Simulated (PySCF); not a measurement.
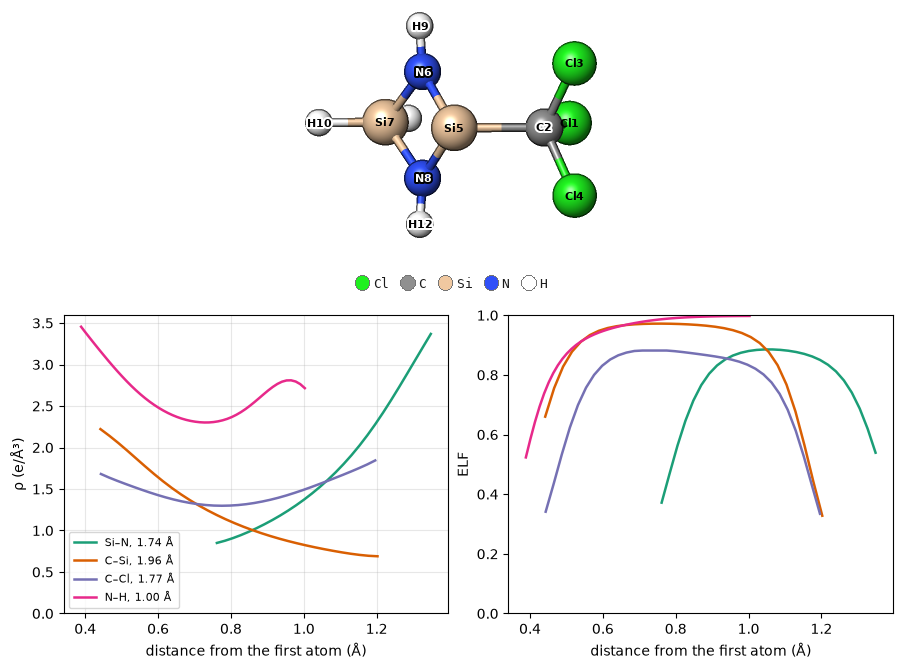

*CH4Cl3N2Si2 (SMILES ClC(Cl)(Cl)[Si]1N[SiH2]N1) (doublet). Electron density and electron localisation function along straight lines between neighbouring atoms. The curves leave out the atomic cores. The structure is drawn too.*

Geometry: GFN2-xTB.

Method: UKS B3LYP, pcH-1 on C Cl H N Si, non-relativistic, mean-field spin-orbit, GIAO (PySCF 2.14.0, density-fitted response routines).

```xyz
12

Cl   -1.9604   -0.6436    1.4396
C    -2.0416    0.2733   -0.0862
Cl   -2.7958    1.8420    0.2454
Cl   -3.0695   -0.6204   -1.2196
Si   -0.2574    0.5377   -0.8610
N     0.8789    1.0490    0.3538
Si    1.8829   -0.3833    0.2951
N     0.6608   -0.9404   -0.8269
H     1.0156    1.9340    0.8049
H     3.1798   -0.1572   -0.3266
H     1.8967   -1.1241    1.5470
H     0.6112   -1.7677   -1.3914
```

**What can be read from the curves?**

Si–N (1.74 Å): ρ is about 1 e/Å³ halfway; the ELF peaks at about 0.90 between the atoms; a shared but strongly polarised pair.
C–Si (1.96 Å): ρ is about 0.85 e/Å³ halfway; the ELF peaks at about 1 between the atoms; a covalent bond.
C–Cl (1.77 Å): the density is about 1.3 e/Å³ at the midpoint; the ELF peaks at about 0.90 between the atoms; a covalent bond.
N–H (1.00 Å): the density is about 2.9 e/Å³ at the midpoint; the ELF climbs to about 1 towards the hydrogen, as it does in any bond to H; a covalent bond by its length.
